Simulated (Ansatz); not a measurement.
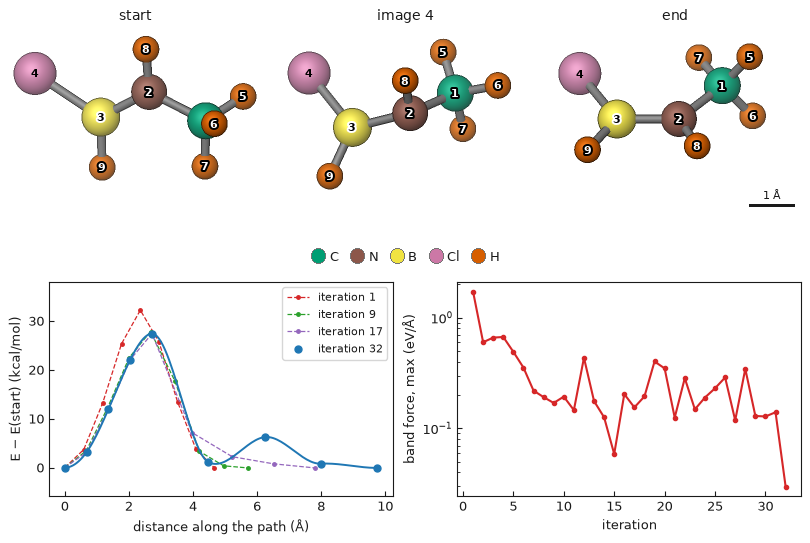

A search for the minimum-energy path of CH5BClN by the nudged elastic band. Images are numbered from 0 (start) to 8 (end). The plot follows the band through its iterations. A ball-and-stick model, seen at a tilt.

Theory: RKS revPBE-D4/cc-pVDZ in Ansatz.

The input:
```yaml
crystal:
  periodic: [false, false, false]
  atoms:
    - { symbol: C, position_ang: [0.516234, 0.485228, -0.985229] }
    - { symbol: "N", position_ang: [-0.407728, -0.227086, -0.108891] }
    - { symbol: B, position_ang: [-0.26305, -0.415618, 1.268398] }
    - { symbol: Cl, position_ang: [-1.525247, -1.331653, 2.160498] }
    - { symbol: H, position_ang: [0.910765, -0.177668, -1.784997] }
    - { symbol: H, position_ang: [0.026876, 1.35705, -1.47062] }
    - { symbol: H, position_ang: [1.371483, 0.855146, -0.390123] }
    - { symbol: H, position_ang: [-1.23058, -0.613616, -0.579449] }
    - { symbol: H, position_ang: [0.689748, 0.021815, 1.873213] }
basis:
  gaussian: { orbitals: cc-pVDZ }
hamiltonian:
  xc: revpbe
  dispersion: d4
neb:
  order_check: false
  images: 7
  f_tol: 0.03
  max_iterations: 60
  initial_path: idpp
  final_atoms:
    - { symbol: C, position_ang: [0.55239015, 0.49070401, -0.91015521] }
    - { symbol: "N", position_ang: [-0.46910097, -0.24990561, -0.17632241] }
    - { symbol: B, position_ang: [-0.53331095, -0.55728478, 1.18766502] }
    - { symbol: Cl, position_ang: [0.76281755, -0.02518461, 2.31147495] }
    - { symbol: H, position_ang: [1.00835303, -0.13560821, -1.70625519] }
    - { symbol: H, position_ang: [0.12579353, 1.39855034, -1.38763584] }
    - { symbol: H, position_ang: [1.34836837, 0.80369815, -0.21135132] }
    - { symbol: H, position_ang: [-1.24141155, -0.58325458, -0.75777561] }
    - { symbol: H, position_ang: [-1.46539817, -1.18811673, 1.63315561] }
```

Launched with:
```bash
ansatz run input.yaml --threads 1 --pin off --max-ram 2048MiB --backend cpu --events-out ev --progress --plain --runs-dir out
```

> Did the band converge, and can the barrier be trusted?

The run is converged, with reservations. The band converged in 32 iterations. The largest component of the band force went from 1.7 to 0.03 eV/Å. The climbing image converged on the top of the path. Its vibrational analysis gives one imaginary mode (382i cm⁻¹), as a transition state must have. The first iteration put the highest image at 32.2 kcal/mol. The barrier is about 27.4 kcal/mol in both directions, with image 4 at the top; the ends have nearly the same energy. The profile has 2 maxima (images 4, 6) with a dip at image 5 (+1.1 kcal/mol), so the process runs in steps.

The run took roughly 10 core-minutes on a shared host.
